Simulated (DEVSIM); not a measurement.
Structure: abrupt Si n-p junction, at 300 K.

```
layer (left to right)  material  thickness (μm)  Nd (cm⁻³)  Na (cm⁻³)  τn (s)  τp (s)
---------------------  --------  --------------  ---------  ---------  ------  ------
1                            Si            1.80     2.2e17          -  2.4e-5  2.4e-5
2                            Si            4.30          -     3.3e14  2.4e-5  2.4e-5
```

Left contact: ohmic. Right contact: ohmic. Voltage is applied to the left contact. Recombination: SRH at mid-gap, Auger. Gap narrowing is on: ΔEg = 6.92 meV × (l + √(l² + 0.5)), l = ln(N/1.3e17 cm⁻³), shared equally by both band edges. Mobility is constant in doping.

Constants are typed, rounded textbook-type inputs, not results; the design itself was drawn at random and stands for no fabricated device. Values at 300 K.

```csv
parameter,Si
gap (eV),1.124
affinity (eV),4.05
permittivity,11.7
Nc (cm⁻³),2.86e19
Nv (cm⁻³),3.1e19
μn (cm²/Vs),1417
μp (cm²/Vs),470
Cn (cm⁶/s),2.8e-31
Cp (cm⁶/s),9.9e-32
```

Model (solved in DEVSIM): 1D drift-diffusion, Boltzmann statistics, complete ionisation; no tunnelling, impact ionisation, image-force lowering or self-heating.

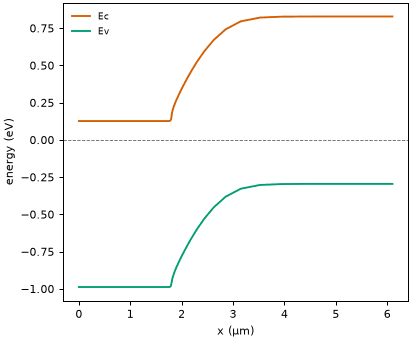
Figure: Band edges at zero bias

Energies count from the Fermi level of the right contact; mesh points crowd at the junctions.

| x (μm) | Ec (eV) | Ev (eV) | n (cm⁻³) | p (cm⁻³) | field (V/cm) |
|---|---|---|---|---|---|
| 0.000 | 0.126 | -0.988 | 2.2e17 | 770 | ≈ 0 |
| 0.02577 | 0.126 | -0.988 | 2.2e17 | 770 | ≈ 0 |
| 0.07441 | 0.126 | -0.988 | 2.2e17 | 770 | ≈ 0 |
| 0.1778 | 0.126 | -0.988 | 2.2e17 | 770 | ≈ 0 |
| 0.5006 | 0.126 | -0.988 | 2.2e17 | 770 | ≈ 0 |
| 1.004 | 0.126 | -0.988 | 2.2e17 | 770 | ≈ 0 |
| 1.407 | 0.126 | -0.988 | 2.2e17 | 770 | ≈ 0 |
| 1.664 | 0.126 | -0.988 | 2.2e17 | 770 | ≈ 0 |
| 1.746 | 0.126 | -0.988 | 2.2e17 | 770 | 71 |
| 1.784 | 0.131 | -0.983 | 1.8e17 | 930 | 5500 |
| 1.805 | 0.168 | -0.956 | 4.3e16 | 2700 | 20000 |
| 1.854 | 0.230 | -0.893 | 3.8e15 | 31000 | 9400 |
| 1.938 | 0.298 | -0.826 | 2.9e14 | 410000 | 7300 |
| 2.097 | 0.406 | -0.718 | 4.3e12 | 2.7e7 | 6400 |
| 2.622 | 0.670 | -0.454 | 1.6e8 | 7.3e11 | 3700 |
| 3.526 | 0.820 | -0.303 | 470000 | 2.5e14 | 310 |
| 4.729 | 0.828 | -0.296 | 360000 | 3.3e14 | ≈ 0 |
| 5.450 | 0.828 | -0.296 | 360000 | 3.3e14 | ≈ 0 |
| 5.868 | 0.828 | -0.296 | 360000 | 3.3e14 | ≈ 0 |
| 6.000 | 0.828 | -0.296 | 360000 | 3.3e14 | ≈ 0 |
| 6.062 | 0.828 | -0.296 | 360000 | 3.3e14 | ≈ 0 |
| 6.100 | 0.828 | -0.296 | 360000 | 3.3e14 | ≈ 0 |
